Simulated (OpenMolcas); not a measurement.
# Run report: C₈H₁₆, excited-state calculation (part 2 of 3)

Continued. System: C₈H₁₆ (trans-1,4-Dimethylcyclohexane), multiplicity 3, SMILES C[C@H]1CC[C@H](C)CC1. Method: CASPT2/ANO-RCC-VDZ, DKH2 (OpenMolcas 26.06). The geometry is that of the parent species in another charge or spin state. The geometry comes from this level: GFN2-xTB.

Geometry of the input (Å):
```
C  2.3092  1.0030  -1.4802
C  0.9361  0.5100  -1.0327
C  1.0138  -0.9237  -0.5071
C  -0.3568  -1.4171  -0.0538
C  -0.9359  -0.5097  1.0322
C  -2.3083  -1.0031  1.4814
C  -1.0145  0.9237  0.5067
C  0.3560  1.4168  0.0528
H  2.2444  2.0167  -1.8697
H  2.7121  0.3604  -2.2600
H  3.0041  1.0019  -0.6427
H  0.2606  0.5264  -1.8960
H  1.7089  -0.9585  0.3356
H  1.4033  -1.5821  -1.2870
H  -1.0380  -1.4316  -0.9083
H  -0.2749  -2.4390  0.3238
H  -0.2595  -0.5262  1.8947
H  -2.2433  -2.0184  1.8665
H  -3.0058  -0.9978  0.6462
H  -2.7081  -0.3632  2.2651
H  -1.7098  0.9582  -0.3358
H  -1.4040  1.5823  1.2865
H  1.0372  1.4326  0.9073
H  0.2733  2.4383  -0.3256
```

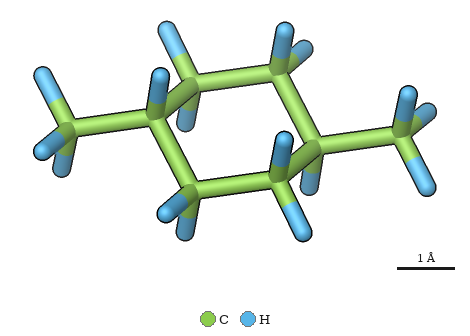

*The input geometry (stick view, seen at a tilt).*

The program's output, continued:
```
      ************************************************************************************************************************
      *                                            Wave function control section                                             *
      ************************************************************************************************************************

                                         RASSCF iterations: Energy and convergence statistics
                                         ----------------------------------------------------

          iter iter root      energy       change     param      element    value   shift minimum  type update hh:mm:ss
 Nr of preliminary CI iterations:   1
        1   1   14    1  -312.00514233    0.00E+00  -1.52E-02   26  50 1  1.62E-02*  0.43   0.00    SX    NO    0:00:00
        2   1   15    1  -312.00909787   -3.96E-03* -6.32E-03   14  32 1 -5.62E-03*  0.44   0.00    SX    NO    0:00:00
        3   1   15    1  -312.00966092   -5.63E-04*  5.20E-03   14  32 1 -4.62E-03*  0.44   0.00    SX    NO    0:00:00
        4   1   16    1  -312.01012706   -4.66E-04*  5.33E-03   14  32 1 -4.85E-03*  0.44   0.00    SX    NO    0:00:00
        5   1   16    1  -312.01036409   -2.37E-04*  3.24E-02   14  32 1 -3.91E-03*  0.44   1.73    QN   YES    0:00:00
        6   1   15    1  -312.01079855   -4.34E-04*  9.14E-03   29  52 1 -6.57E-03*  0.44   0.71    QN   YES    0:00:00
        7   1   15    1  -312.01091611   -1.18E-04*  3.98E-03   27  53 1  2.63E-03*  0.43   0.55    LS   YES    0:00:00
        8   1   15    1  -312.01092406   -7.95E-06*  1.46E-02   25  53 1 -1.64E-03*  0.43   0.49    QN   YES    0:00:00
        9   1   16    1  -312.01099079   -6.67E-05*  2.06E-02   35  36 1 -8.92E-04*  0.43   2.50    LS   YES    0:00:00
       10   1   17    1  -312.01104465   -5.39E-05*  2.82E-02   21  53 1  1.06E-03*  0.43   1.22    QN   YES    0:00:00
       11   1   17    1  -312.01111166   -6.70E-05*  6.77E-02   21  53 1  8.70E-04*  0.43   2.34    QN   YES    0:00:00
       12   1   14    1  -312.01121669   -1.05E-04* -3.28E-02   31  54 1 -1.11E-03*  0.44   1.35    QN   YES    0:00:00
       13   1   14    1  -312.01126175   -4.51E-05* -3.34E-02   26  50 1  7.57E-04*  0.44   1.46    QN   YES    0:00:00
       14   1   15    1  -312.01129507   -3.33E-05* -1.59E-02   35  36 1  5.49E-04*  0.44   1.23    QN   YES    0:00:00
       15   1   14    1  -312.01131905   -2.40E-05* -3.76E-02   35  36 1  5.75E-04*  0.44   1.64    QN   YES    0:00:00
       16   1   14    1  -312.01136696   -4.79E-05* -2.26E-02   16  49 1 -1.21E-03*  0.44   1.26    QN   YES    0:00:00
       17   1   17    1  -312.01141640   -4.94E-05* -7.36E-02   26  50 1 -1.23E-03*  0.44   2.50    QN   YES    0:00:00
       18   1   18    1  -312.01156303   -1.47E-04* -6.27E-02   26  50 1 -1.96E-03*  0.44   1.65    QN   YES    0:00:00
       19   1   19    1  -312.01171792   -1.55E-04* -6.51E-02   26  50 1 -1.63E-03*  0.44   2.18    QN   YES    0:00:00
       20   1   17    1  -312.01191353   -1.96E-04*  6.79E-02   35  40 1 -1.81E-03*  0.43   2.38    QN   YES    0:00:00
       21   1   18    1  -312.01216683   -2.53E-04*  6.00E-02   35  40 1 -1.79E-03*  0.43   2.50    LS   YES    0:00:00
       22   1   21    1  -312.01227837   -1.12E-04*  3.24E-02   29  32 1 -1.93E-03*  0.43   1.69    QN   YES    0:00:00
       23   1   21    1  -312.01254735   -2.69E-04*  3.68E-02   16  49 1  2.43E-03*  0.43   2.50    LS   YES    0:00:00
       24   1   21    1  -312.01275081   -2.03E-04*  3.06E-02   16  49 1  3.11E-03*  0.43   2.50    QN   YES    0:00:00
       25   1   21    1  -312.01311607   -3.65E-04*  4.29E-02   21  32 1 -2.43E-03*  0.43   1.61    QN   YES    0:00:00
       26   1   21    1  -312.01340692   -2.91E-04* -5.76E-02   21  32 1 -2.34E-03*  0.43   1.44    QN   YES    0:00:00
       27   1   21    1  -312.01365160   -2.45E-04* -7.87E-02   21  32 1 -2.01E-03*  0.44   1.51    QN   YES    0:00:00
       28   1   21    1  -312.01390704   -2.55E-04* -9.74E-02   16  49 1 -1.82E-03*  0.44   1.62    QN   YES    0:00:00
       29   1   21    1  -312.01416183   -2.55E-04* -8.05E-02   16  49 1 -2.18E-03*  0.44   1.94    QN   YES    0:00:00
       30   1   21    1  -312.01438625   -2.24E-04*  1.07E-01*  16  49 1 -2.40E-03*  0.44   1.52    QN   YES    0:00:00
       31   1   21    1  -312.01449488   -1.09E-04*  2.13E-02   32  54 1  1.42E-03*  0.44   0.91    QN   YES    0:00:00
       32   1   21    1  -312.01460202   -1.07E-04*  1.56E-02   26  55 1  1.16E-03*  0.44   1.47    QN   YES    0:00:00
       33   1   21    1  -312.01467987   -7.78E-05*  2.08E-02   21  32 1  7.55E-04*  0.44   2.50    LS   YES    0:00:00
       34   1   21    1  -312.01467370    6.17E-06* -9.76E-03   16  49 1  2.07E-03*  0.44   0.43    QN   YES    0:00:00
       35   1   21    1  -312.01474434   -7.06E-05*  2.72E-02   16  49 1  1.64E-03*  0.44   2.30    QN   YES    0:00:00
       36   1   20    1  -312.01488058   -1.36E-04* -3.21E-02   35  38 1 -6.11E-04*  0.44   1.35    QN   YES    0:00:00
       37   1   21    1  -312.01498598   -1.05E-04* -7.40E-02   16  49 1 -6.87E-04*  0.44   2.20    QN   YES    0:00:00
       38   1   21    1  -312.01518843   -2.02E-04* -6.66E-02   16  49 1 -1.28E-03*  0.43   1.66    QN   YES    0:00:00
       39   1   21    1  -312.01533504   -1.47E-04* -4.94E-02   31  54 1  9.80E-04*  0.43   1.67    QN   YES    0:00:00
       40   1   21    1  -312.01543248   -9.74E-05* -2.80E-02   35  51 1  6.81E-04*  0.43   1.57    QN   YES    0:00:00
       41   1   21    1  -312.01550242   -6.99E-05* -1.92E-02   35  51 1  6.07E-04*  0.43   1.70    QN   YES    0:00:00
       42   1   20    1  -312.01555728   -5.49E-05*  1.10E-02   14  32 1  5.81E-04*  0.43   1.75    QN   YES    0:00:00
       43   1   20    1  -312.01560675   -4.95E-05*  1.57E-02   14  32 1  7.00E-04*  0.43   2.08    QN   YES    0:00:00
       44   1   20    1  -312.01567031   -6.36E-05*  2.05E-02   31  54 1 -7.28E-04*  0.43   2.16    QN   YES    0:00:00
       45   1   20    1  -312.01574976   -7.94E-05*  2.25E-02   35  40 1 -7.80E-04*  0.43   2.11    QN   YES    0:00:00
       46   1   20    1  -312.01583285   -8.31E-05*  1.78E-02   35  40 1 -7.71E-04*  0.43   1.91    QN   YES    0:00:00
       47   1   20    1  -312.01590026   -6.74E-05*  1.17E-02   20  32 1  5.51E-04*  0.43   1.66    QN   YES    0:00:00
       48   1   20    1  -312.01594390   -4.36E-05*  9.05E-03   33  37 1  4.10E-04*  0.43   1.52    QN   YES    0:00:00
       49   1   20    1  -312.01597228   -2.84E-05* -9.48E-03   33  37 1  4.53E-04*  0.43   1.58    QN   YES    0:00:00
       50   1   17    1  -312.01599990   -2.76E-05* -1.56E-02   33  37 1  4.27E-04*  0.43   1.78    QN   YES    0:00:00
       51   1   21    1  -312.01603911   -3.92E-05* -2.64E-02   35  40 1  5.96E-04*  0.43   2.03    QN   YES    0:00:00
       52   1   21    1  -312.01610192   -6.28E-05* -3.96E-02   35  40 1  7.42E-04*  0.43   2.25    QN   YES    0:00:00
       53   1   22    1  -312.01619954   -9.76E-05* -6.05E-02   31  54 1 -8.84E-04*  0.43   2.45    QN   YES    0:00:00
       54   1   22    1  -312.01634580   -1.46E-04* -8.13E-02   31  54 1 -1.20E-03*  0.43   2.29    QN   YES    0:00:00
       55   1   23    1  -312.01653512   -1.89E-04* -6.83E-02   31  54 1 -1.59E-03*  0.43   1.53    QN   YES    0:00:00
       56   1   23    1  -312.01672968   -1.95E-04*  4.30E-02   31  54 1 -1.75E-03*  0.43   1.45    QN   YES    0:00:00
       57   1   22    1  -312.01706190   -3.32E-04* -4.60E-02   35  37 1  1.88E-03*  0.43   2.06    QN   YES    0:00:00
       58   1   22    1  -312.01757711   -5.15E-04*  3.79E-02   11  32 1 -2.40E-03*  0.43   1.82    QN   YES    0:00:00
       59   1   22    1  -312.01804307   -4.66E-04* -4.62E-02   11  32 1 -2.63E-03*  0.43   1.93    QN   YES    0:00:00
       60   1   22    1  -312.01853773   -4.95E-04* -5.60E-02   31  54 1  2.13E-03*  0.43   1.62    QN   YES    0:00:00
       61   1   22    1  -312.01891049   -3.73E-04* -3.70E-02   27  32 1  1.63E-03*  0.43   1.22    QN   YES    0:00:00
       62   1   22    1  -312.01923392   -3.23E-04* -4.50E-02   35  38 1 -1.39E-03*  0.43   1.18    QN   YES    0:00:00
       63   1   21    1  -312.01944150   -2.08E-04* -5.01E-02   35  38 1 -1.01E-03*  0.43   1.44    QN   YES    0:00:00
       64   1   21    1  -312.01959109   -1.50E-04*  3.02E-02   31  54 1 -1.11E-03*  0.43   1.03    QN   YES    0:00:00
       65   1   20    1  -312.01969038   -9.93E-05* -2.37E-02   31  54 1 -8.03E-04*  0.43   2.15    QN   YES    0:00:00
       66   1   19    1  -312.01982568   -1.35E-04* -1.87E-02   21  32 1  7.14E-04*  0.42   1.76    QN   YES    0:00:00
       67   1   19    1  -312.01992554   -9.99E-05* -2.64E-02   35  38 1  8.08E-04*  0.42   1.47    QN   YES    0:00:00
       68   1   20    1  -312.01999095   -6.54E-05* -2.52E-02   31  54 1  7.56E-04*  0.42   1.12    QN   YES    0:00:00
       69   1   20    1  -312.02004790   -5.69E-05* -8.29E-03   26  55 1 -6.83E-04*  0.42   1.55    QN   YES    0:00:00
       70   1   19    1  -312.02009902   -5.11E-05* -1.17E-02   21  32 1 -6.04E-04*  0.42   1.70    QN   YES    0:00:00
       71   1   20    1  -312.02014516   -4.61E-05*  1.34E-02   21  32 1 -5.54E-04*  0.42   1.78    QN   YES    0:00:00
       72   1   20    1  -312.02020018   -5.50E-05*  2.05E-02   31  54 1 -8.15E-04*  0.42   2.06    QN   YES    0:00:00
       73   1   20    1  -312.02027792   -7.77E-05*  2.75E-02   28  40 1 -8.53E-04*  0.42   1.84    QN   YES    0:00:00
       74   1   20    1  -312.02036377   -8.59E-05*  2.66E-02   28  40 1 -9.07E-04*  0.42   1.73    QN   YES    0:00:00
       75   1   20    1  -312.02045674   -9.30E-05* -2.74E-02   16  32 1 -1.01E-03*  0.42   1.64    QN   YES    0:00:00
       76   1   20    1  -312.02055884   -1.02E-04* -3.46E-02   16  32 1 -1.29E-03*  0.42   1.70    QN   YES    0:00:00
       77   1   20    1  -312.02067738   -1.19E-04*  3.88E-02   16  32 1 -1.34E-03*  0.42   1.65    QN   YES    0:00:00
       78   1   20    1  -312.02080135   -1.24E-04*  4.38E-02   16  32 1 -1.36E-03*  0.42   1.64    QN   YES    0:00:00
       79   1   20    1  -312.02093447   -1.33E-04*  3.11E-02   27  53 1  1.08E-03*  0.42   1.50    QN   YES    0:00:00
       80   1   19    1  -312.02104380   -1.09E-04* -1.76E-02   27  53 1  9.29E-04*  0.42   1.55    QN   YES    0:00:00
       81   1   19    1  -312.02112155   -7.78E-05*  1.83E-02   29  51 1 -7.81E-04*  0.42   1.29    QN   YES    0:00:00
       82   1   19    1  -312.02116412   -4.26E-05*  9.90E-03   27  32 1  5.28E-04*  0.42   1.06    QN   YES    0:00:00
       83   1   18    1  -312.02120193   -3.78E-05* -1.06E-02   28  41 1  5.52E-04*  0.42   1.64    QN   YES    0:00:00
       84   1   18    1  -312.02123904   -3.71E-05* -1.47E-02   29  53 1  3.95E-04*  0.42   1.82    QN   YES    0:00:00
       85   1   18    1  -312.02127357   -3.45E-05*  2.02E-02   29  51 1  6.14E-04*  0.42   1.73    QN   YES    0:00:00
       86   1   18    1  -312.02130972   -3.61E-05*  3.28E-02   29  51 1  5.79E-04*  0.42   1.57    QN   YES    0:00:00
       87   1   18    1  -312.02136027   -5.06E-05*  4.81E-02   28  41 1 -6.93E-04*  0.42   1.74    QN   YES    0:00:00
       88   1   17    1  -312.02144129   -8.10E-05*  8.77E-02   14  32 1 -8.26E-04*  0.42   1.78    QN   YES    0:00:00
       89   1   18    1  -312.02156958   -1.28E-04*  5.76E-02   14  32 1 -1.19E-03*  0.42   1.17    QN   YES    0:00:00
       90   1   19    1  -312.02169173   -1.22E-04*  3.71E-02   29  51 1 -1.49E-03*  0.42   1.39    QN   YES    0:00:00
       91   1   19    1  -312.02191325   -2.22E-04* -5.62E-02   29  51 1 -1.71E-03*  0.42   1.64    QN   YES    0:00:00
       92   1   18    1  -312.02213194   -2.19E-04* -3.83E-02   22  32 1  1.87E-03*  0.42   1.30    QN   YES    0:00:00
       93   1   19    1  -312.02229459   -1.63E-04* -4.36E-02   14  32 1  2.45E-03*  0.42   0.69    QN   YES    0:00:00
       94   1   18    1  -312.02251455   -2.20E-04* -3.51E-02   22  32 1  1.57E-03*  0.42   1.56    QN   YES    0:00:00
       95   1   17    1  -312.02267834   -1.64E-04*  1.66E-02   11  32 1  1.15E-03*  0.42   1.14    QN   YES    0:00:00
       96   1   18    1  -312.02282797   -1.50E-04* -3.93E-02   16  32 1  1.49E-03*  0.42   1.86    QN   YES    0:00:00
       97   1   18    1  -312.02303846   -2.10E-04* -5.59E-02   16  32 1  1.63E-03*  0.42   2.06    QN   YES    0:00:00
       98   1   18    1  -312.02332172   -2.83E-04* -9.57E-02   16  32 1  2.30E-03*  0.41   2.31    QN   YES    0:00:00
       99   1   18    1  -312.02371372   -3.92E-04* -1.01E-01*  16  32 1  3.00E-03*  0.41   1.45    QN   YES    0:00:00
      100   1   18    1  -312.02407829   -3.65E-04*  2.03E-02   11  32 1 -3.63E-03*  0.41   0.92    QN   YES    0:00:00
      101   1   19    1  -312.02468500   -6.07E-04* -7.30E-02   11  32 1 -3.69E-03*  0.41   2.50    QN   YES    0:00:00
      102   1   19    1  -312.02648935   -1.80E-03*  8.88E-02   26  32 1  4.26E-03*  0.41   1.27    QN   YES    0:00:00
      103   1   20    1  -312.02707839   -5.89E-04* -7.20E-02   28  41 1  3.38E-03*  0.41   0.73    QN   YES    0:00:00
      104   1   19    1  -312.02789152   -8.13E-04* -5.01E-02   28  41 1  3.73E-03*  0.41   0.94    QN   YES    0:00:00
      105   1   21    1  -312.02843738   -5.46E-04*  5.37E-02   28  41 1  2.63E-03*  0.41   0.93    QN   YES    0:00:00
      106   1   19    1  -312.02909131   -6.54E-04* -3.08E-02   29  32 1 -2.77E-03*  0.41   0.95    QN   YES    0:00:00
      107   1   20    1  -312.02942543   -3.34E-04* -2.50E-02    9  32 1 -2.58E-03*  0.41   0.82    QN   YES    0:00:00
      108   1   20    1  -312.02968605   -2.61E-04*  2.32E-02    9  32 1 -1.84E-03*  0.41   0.93    QN   YES    0:00:00
      109   1   19    1  -312.02985843   -1.72E-04*  1.33E-02   25  32 1 -1.39E-03*  0.41   0.97    QN   YES    0:00:00
      110   1   19    1  -312.02999608   -1.38E-04*  1.66E-02   29  32 1 -1.35E-03*  0.41   1.72    QN   YES    0:00:00
      111   1   19    1  -312.03010994   -1.14E-04* -1.24E-02   29  32 1 -9.82E-04*  0.41   0.99    QN   YES    0:00:00
      112   1   19    1  -312.03016496   -5.50E-05*  1.01E-02   29  32 1 -9.38E-04*  0.41   0.99    QN   YES    0:00:00
      113   1   19    1  -312.03021762   -5.27E-05*  1.27E-02   29  32 1 -7.94E-04*  0.40   1.15    QN   YES    0:00:00
      114   1   19    1  -312.03025863   -4.10E-05* -6.76E-03   29  32 1 -4.88E-04*  0.41   1.00    QN   YES    0:00:00
      115   1   17    1  -312.03027332   -1.47E-05* -5.43E-03   29  32 1 -4.41E-04*  0.41   0.87    QN   YES    0:00:00
      116   1   18    1  -312.03029136   -1.80E-05* -3.51E-03   26  32 1  2.81E-04*  0.41   1.10    QN   YES    0:00:00
      117   1   17    1  -312.03029751   -6.15E-06*  4.73E-03   26  32 1  2.49E-04*  0.40   0.93    QN   YES    0:00:00
      118   1   16    1  -312.03030238   -4.87E-06* -2.09E-03   14  32 1  2.66E-04*  0.40   1.06    QN   YES    0:00:00
      119   1   16    1  -312.03030596   -3.58E-06* -3.07E-03   27  53 1 -1.40E-04*  0.40   1.57    QN   YES    0:00:00
      120   1   16    1  -312.03030827   -2.31E-06*  1.21E-03   26  32 1  1.04E-04*  0.40   1.03    QN   YES    0:00:00
      121   1   16    1  -312.03030917   -8.97E-07* -6.75E-04   32  54 1 -9.42E-05   0.40   1.05    QN   YES    0:00:00
      122   1   14    1  -312.03030993   -7.56E-07* -9.93E-04   35  57 1 -6.02E-05   0.40   1.58    QN   YES    0:00:00
      123   1   14    1  -312.03031045   -5.29E-07* -6.33E-04   35  64 1 -4.61E-05   0.40   1.35    QN   YES    0:00:00
      124   1   14    1  -312.03031079   -3.37E-07* -1.05E-03   30  54 1 -4.62E-05   0.41   1.73    QN   YES    0:00:00
      125   1   13    1  -312.03031117   -3.75E-07* -4.42E-04   29  52 1  4.99E-05   0.41   1.29    QN   YES    0:00:00
      126   1   14    1  -312.03031136   -1.97E-07* -4.60E-04   17  32 1 -2.69E-05   0.41   1.67    QN   YES    0:00:00
      127   1   14    1  -312.03031152   -1.52E-07* -2.96E-04   30  49 1 -3.14E-05   0.41   1.36    QN   YES    0:00:00
      128   1   12    1  -312.03031160   -8.50E-08*  3.05E-04   27  42 1 -2.46E-05   0.41   1.80    QN   YES    0:00:00
      129   1   11    1  -312.03031167   -7.30E-08*  1.63E-04   27  42 1 -2.43E-05   0.41   1.31    QN   YES    0:00:00
      130   1   12    1  -312.03031171   -3.76E-08* -1.51E-04   27  42 1 -1.49E-05   0.41   1.29    QN   YES    0:00:00
      131   1   10    1  -312.03031173   -2.16E-08* -7.97E-05   30  49 1  1.07E-05   0.41   1.28    QN   YES    0:00:00
      132   1    9    1  -312.03031174   -9.35E-09   6.85E-05   24  40 1 -4.87E-06   0.41   1.38    QN   YES    0:00:00
      Convergence after132 iterations
      133   1    9    1  -312.03031175   -4.58E-09   6.85E-05   29  52 1  5.05E-06   0.41   1.38    QN   YES    0:00:00

      ************************************************************************************************************************
                                                      Wave function printout:
                       occupation of active orbitals, and spin coupling of open shells (u,d: Spin up or down)
      ************************************************************************************************************************

      Note: transformation to natural orbitals
      has been made, which may change the order of the CSFs.

      printout of CI-coefficients larger than  0.05 for root  1
      energy=    -312.030312
      conf/sym  111111     Coeff  Weight
             1  22uu00  -0.99006 0.98022
            74  20uu20   0.06029 0.00363
            98  02uu02   0.07347 0.00540

      Natural orbitals and occupation numbers for root  1
      sym 1:   1.977955   1.983331   1.000496   0.999901   0.018373   0.019944

      ************************************************************************************************************************
      *                                                    Final results                                                     *
      ************************************************************************************************************************

++    Final optimization conditions:
      ------------------------------

      Average CI energy                            -312.03031175
      RASSCF energy for state  1                   -312.03031175
      Super-CI energy                                -0.00000000
      RASSCF energy change                           -0.00000000
      Max change in MO coefficients               1.188E-04
      Max non-diagonal density matrix element     6.851E-05
      Maximum BLB matrix element                  5.050E-06
      (orbital pair  29,  52 in symmetry   1)
      Norm of electronic gradient            3.130E-05
--

      Final state energy(ies):
      ------------------------

::    RASSCF root number  1 Total energy:   -312.03031175
      Von Neumann Entropy (Root   1) =  1.15615

      Mulliken population analysis for root number:  1
      -----------------------------------------------

++    Molecular charges:
      ------------------
```
